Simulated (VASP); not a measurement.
Band structure of NaLiZnS2 (space group P3m1). Method: PBEsol GGA, VASP's PBE PAW potentials (set 64) (plane waves; VASP).

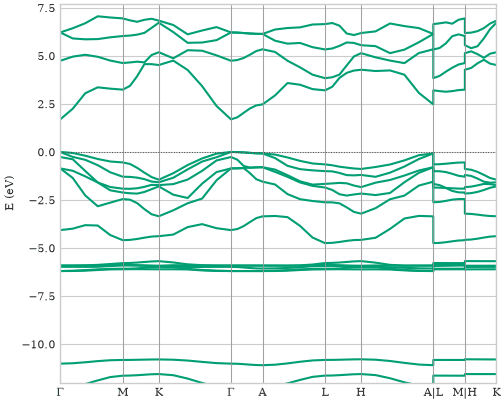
Fig. 1. Bands along high-symmetry lines, zero at the valence-band maximum or, without a gap, the Fermi level

Q: Read the plot: is there a gap, and where are the band edges?

A: The gap is direct, 1.70 eV, from the valence maximum at Γ to the conduction minimum at Γ.

The structure comes from a computed database's NaLiZnS2 entry (P3m1); how it stands against other phases isn't given here. The cell was not relaxed at this level.
